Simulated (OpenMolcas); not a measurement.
**Single-point calculation, with input and output: CH4FSi (part 4 of 4)**

The same run, continued: CH4FSi, multiplicity 4, SMILES C[SiH]F; B3LYP/aug-cc-pVDZ, UKS (OpenMolcas 26.06). The geometry is that of the parent species in another charge or spin state. The geometry comes from this level: PBE0-D4/def2-TZVP.

Geometry of the input (Å):
```
C  -0.6535  0.3895  -0.2980
Si 0.9174  -0.5941  -0.1041
F  0.6407  -1.8128  0.9096
H  -1.4449  -0.2078  -0.7541
H  -0.4702  1.2609  -0.9317
H  -1.0007  0.7383  0.6796
H  2.0113  0.2260  0.4987
```

### Output, continued
```
   90    4.3226    0.0000          3 C1     1s     ( 1.349),     9 C1     2py    ( 0.868),    75 H4     1s     ( 1.604),    93 H6     1s     (-1.580),

   91    1.3304    0.0000          3 C1     1s     ( 4.022),    84 H5     1s     (-5.757),

   92    1.2452    0.0000         27 SI2    1s     ( 3.565),    54 F3     1s     (-1.878),    93 H6     1s     (-2.402),

   93    1.5442    0.0000          3 C1     1s     ( 2.043),    84 H5     1s     (-1.695),

   94    2.0732    0.0000         12 C1     2pz    ( 2.976),    75 H4     1s     ( 5.007),    93 H6     1s     (-5.623),

   95    4.4432    0.0000          9 C1     2py    (-1.094),    31 SI2    2px    ( 1.399),    64 F3     3d2-   ( 0.979),    75 H4     1s     (-1.307),
                                  84 H5     1s     ( 1.881),    93 H6     1s     ( 1.339),   102 H7     1s     (-1.104),

   96    0.7008    0.0000         12 C1     2pz    (-3.058),    27 SI2    1s     ( 5.783),    28 SI2    1s     ( 3.275),    84 H5     1s     (-4.992),
                                 102 H7     1s     (-3.465),

   97    1.5726    0.0000          9 C1     2py    (-4.806),    35 SI2    2py    (-3.897),    54 F3     1s     (-5.806),    75 H4     1s     (-4.482),
                                  84 H5     1s     ( 7.049),

   98    0.9031    0.0000          9 C1     2py    ( 2.520),    27 SI2    1s     ( 2.212),    30 SI2    2px    (-3.337),    54 F3     1s     (-1.710),
                                  75 H4     1s     ( 1.871),    84 H5     1s     (-2.443),

--

++    Molecular properties:
      ---------------------

      Charge (e):
                      =   -0.0000
      Dipole Moment (debye):
      Origin of the operator (angstrom)=    0.4616   -0.7040    0.1632
                   X= -2.6400E+00               Y=  2.8488E+00               Z= -2.5526E-01           Total=  3.8924E+00
      Quadrupole Moment (debye*angstrom):
      Origin of the operator (angstrom)=    0.4616   -0.7040    0.1632
                  XX= -2.5739E+01              XY= -1.5936E+00              XZ=  2.4269E+00              YY= -3.1602E+01
                  YZ=  3.3656E+00              ZZ= -3.1940E+01
      In traceless form (debye*angstrom)
                  XX=  6.0319E+00              XY= -2.3903E+00              XZ=  3.6403E+00              YY= -2.7623E+00
                  YZ=  5.0484E+00              ZZ= -3.2696E+00
--

--- Stop Module: scf /rc=_RC_ALL_IS_WELL_ ---
--- Module scf spent 1 minute 57 seconds ---

.##################.
.# Happy landing! #.
.##################.

    Timing: Wall=124.27 User=113.48 System=10.72
```

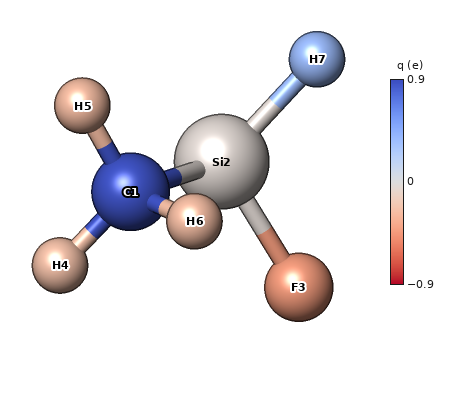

Fig. 1: Mulliken charges, as the colour of each atom (ball-and-stick view, seen at a tilt; atoms are numbered from 1 in the order of the input). By element: C +0.86, Si −0.04, F −0.43 and H −0.26 to +0.36 e.
